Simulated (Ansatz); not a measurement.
**U-r2SCAN0/STO-3G run of SiH3O (SMILES O[SiH2])**

What is the electronic atomisation energy of SiH3O at U-r2SCAN0/STO-3G? 

The calculation is run with Ansatz 0.2.0.

49 further runs of the same task are left out: 49 set aside as unsound or not needed.

### Step 1. The system as given

The species is SiH3O (5 atoms), meant as a doublet with charge 0. As SMILES, `O[SiH2]`. Geometry: relaxed at GFN2-xTB. This is one conformer, not always the lowest.

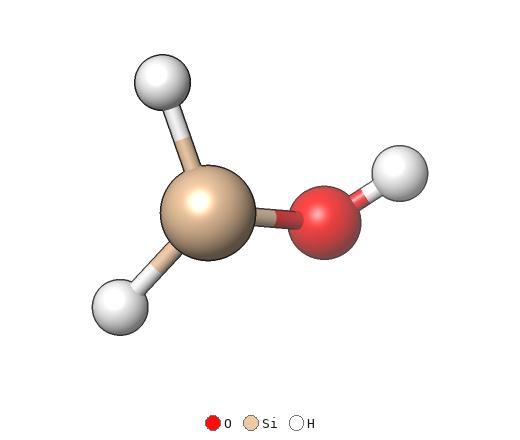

Viewed from a chosen angle; oxygen red, silicon light orange, hydrogen white.

### Step 2. A single-point energy at U-r2SCAN0/STO-3G

Contents of job.yaml:

```yaml
crystal:
  periodic: [false, false, false]
  atoms:
    - symbol: O
      position_ang: [0.557310, -0.433760, 0.798460]
    - symbol: Si
      position_ang: [0.001930, 0.341950, -0.533940]
    - symbol: H
      position_ang: [0.725690, -1.370660, 0.814800]
    - symbol: H
      position_ang: [-1.244820, -0.253580, -1.000760]
    - symbol: H
      position_ang: [-0.040110, 1.716040, -0.078560]
basis:
  gaussian: {orbitals: STO-3G}
magnetization: {spin_polarized: true, initial_magnetization: 1}
hamiltonian: {xc: {name: r2SCAN0}}
accuracy: high
```

The run is started by

```
$ ansatz run job.yaml --threads 1 --pin off --max-ram 2610MiB --events-out events.jsonl --progress --plain --runs-dir runs
```

Output:

```text
Warning: RAYON_NUM_THREADS=1 ignored (pool sized by the plan → 1); use --threads N
Functional definition: r2SCAN0
  name "r2SCAN0"
  parameter a = 0.25
  parameter k0 = 0.174
  parameter k1 = 0.065
  parameter a1 = 4.9479
  exchange = (1 - a)*r2scan_x(k0 = k0, k1 = k1, a1 = a1) + a*exact_x
  correlation = r2scan_c
290 factors; integrals over basis functions are off by at most 3.1e-8 eV
mean field evaluation 1: about -9848.8369 eV, gradient 1.3e1 eV
mean field evaluation 2: about -9848.5639 eV, gradient 1.5e1 eV
mean field evaluation 4: about -9849.9121 eV, gradient 2.2e-1 eV
mean field evaluation 8: about -9849.8959 eV, gradient 2.9e-3 eV
mean field evaluation 16: about -9849.8959 eV, gradient 1.5e-6 eV
mean field -9849.89590069 eV, -361.9769978512 hartree, gradient 3.5e-8 eV, S^2 0.750974; 0 other end points of the search recorded, 0 dependent functions left out
reference -9849.89590134 eV, -361.9769978751 hartree; 13, 12 occupied and 4, 5 virtual orbitals, 290 factors
Total energy: -9849.89590134 eV, -361.9769978751 hartree
```

Run time: 4.2 s. Hardware: 1 thread of Arm Neoverse V1, shared host; peak memory 0.21 GiB.

### Step 3. The H atom

Contents of in.yaml:

```yaml
crystal:
  periodic: [false, false, false]
  atoms:
    - symbol: H
      position_ang: [0.000000, 0.000000, 0.000000]
basis:
  gaussian:
    orbitals: STO-3G
magnetization:
  spin_polarized: true
  initial_magnetization: 1
hamiltonian:
  xc: {name: r2SCAN0}
accuracy: high
```

The run is started by

```
$ ansatz run in.yaml --threads 1 --pin off --max-ram 2610MiB --events-out events.jsonl --progress --plain --runs-dir runs
```

Output:

```text
Warning: RAYON_NUM_THREADS=1 ignored (pool sized by the plan → 1); use --threads N
[... 8 set-up lines as earlier in the session ...]
1 factors; integrals over basis functions are off by at most 4.6e-10 eV
mean field evaluation 1: about -12.6938 eV, gradient 0.0e0 eV
mean field evaluation 2: about -12.6938 eV, gradient 0.0e0 eV
mean field -12.69384000 eV, -0.4664900157 hartree, gradient 0.0e0 eV, S^2 0.750000; 0 other end points of the search recorded, 0 dependent functions left out
reference -12.69384034 eV, -0.4664900281 hartree; 1, 0 occupied and 0, 1 virtual orbitals, 1 factors
Total energy: -12.69384034 eV, -0.4664900281 hartree
```

It took 0.34 s on 1 thread of Arm Neoverse V1, shared host.

### Step 4. The O atom, same level

Contents of molecule.yaml:

```yaml
basis:
  gaussian: {orbitals: STO-3G}
crystal:
  periodic: [false, false, false]
  atoms:
    - {symbol: O, position_ang: [0.000000, 0.000000, 0.000000]}
magnetization: {spin_polarized: true, initial_magnetization: 2}
hamiltonian: {xc: {name: r2SCAN0}}
accuracy: high
```

Run the same way, it converges to -74.02298 Eh (log not shown).

### Step 5. The Si atom

Contents of input.yaml:

```yaml
crystal:
  periodic: [false, false, false]
  atoms:
    - {symbol: Si, position_ang: [0.000000, 0.000000, 0.000000]}
basis:
  gaussian:
    orbitals: STO-3G
magnetization:
  spin_polarized: true
  initial_magnetization: 2
hamiltonian:
  xc: {name: r2SCAN0}
accuracy: high
```

Run the same way, it converges to -285.92557 Eh (log not shown).

### Step 6. What came out

At U-r2SCAN0/STO-3G:

| quantity | value |
| --- | --- |
| molecule: total energy | -361.97700 Eh |
| molecule: ⟨S²⟩ | 0.751 |
| H atom: total energy | -0.46649 Eh |
| H atom: ⟨S²⟩ | 0.750 |
| O atom: total energy | -74.02298 Eh |
| O atom: ⟨S²⟩ | 2.000 |
| Si atom: total energy | -285.92557 Eh |
| Si atom: ⟨S²⟩ | 2.000 |
| electronic atomisation energy | 17.115 eV |

What this shows: Taking the molecule apart into free atoms costs 17.12 eV (395 kcal/mol), before zero-point energy and without spin-orbit coupling. In a minimal basis such a difference can be off by several eV, whatever the method.
